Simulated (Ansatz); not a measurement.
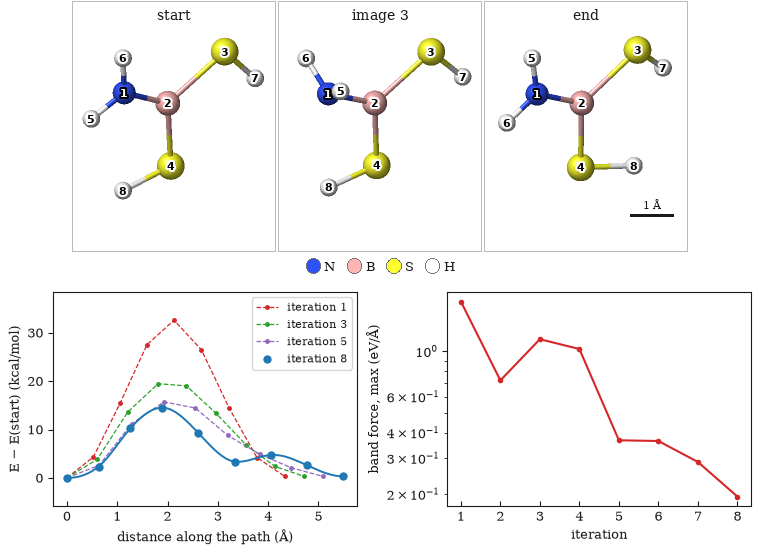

NEB run on BNH4S2. Images are numbered from 0 (start) to 8 (end). The plot follows the band through its iterations. The picture is a ball-and-stick view, seen at a tilt.

These are results of RKS BHLYP-D4/def2-SVP in Ansatz, not measurements.

Input
```yaml
crystal:
  periodic: [false, false, false]
  atoms:
    - { symbol: "N", position_ang: [-0.561119, 1.094149, -0.008779] }
    - { symbol: B, position_ang: [0.225459, -0.056451, -0.011749] }
    - { symbol: S, position_ang: [2.043196, 0.130373, -0.042507] }
    - { symbol: S, position_ang: [-0.470489, -1.74314, 0.01275] }
    - { symbol: H, position_ang: [-1.563858, 1.080502, 0.003729] }
    - { symbol: H, position_ang: [-0.169304, 2.018764, -0.019457] }
    - { symbol: H, position_ang: [2.357947, -1.170858, -0.027346] }
    - { symbol: H, position_ang: [-1.769533, -1.410439, 0.03756] }
basis:
  gaussian: { orbitals: def2-SVP }
hamiltonian:
  xc: { name: BHLYP }
  dispersion: d4
neb:
  order_check: false
  images: 7
  f_tol: 0.2
  max_iterations: 43
  initial_path: idpp
  final_atoms:
    - { symbol: "N", position_ang: [-0.55347943, 1.34876786, -0.0452039] }
    - { symbol: B, position_ang: [-0.01763951, 0.06318169, -0.00889052] }
    - { symbol: S, position_ang: [1.79436101, -0.10404883, 0.17680686] }
    - { symbol: S, position_ang: [-1.17165782, -1.34898487, -0.14975936] }
    - { symbol: H, position_ang: [0.01319833, 2.17683639, -0.0711883] }
    - { symbol: H, position_ang: [-1.54084398, 1.529473, -0.04756883] }
    - { symbol: H, position_ang: [1.89895472, -1.40154296, -0.12977614] }
    - { symbol: H, position_ang: [-0.33059431, -2.32078228, 0.21978119] }
```

Command:
```bash
ansatz run input.yaml --threads 1 --pin off --max-ram 2048MiB --backend cpu --events-out ev --progress --plain --runs-dir out
```

### Judge this run.

The run met only a loose threshold, so the barrier can't be trusted yet. The band converged in 8 iterations. The largest component of the band force went from 1.8 to 0.19 eV/Å. The climbing image converged on the top of the path. Its curvatures weren't checked. The force threshold is so loose that the height of the top is at best an upper bound. The first iteration put the highest image at 32.6 kcal/mol. The highest point, image 3, lies 14.5 kcal/mol above the start and 14.2 kcal/mol above the end; the end is at +0.3 kcal/mol relative to the start. The profile has 2 maxima (images 3, 6) with a dip at image 5 (+3.4 kcal/mol), so the process runs in steps.
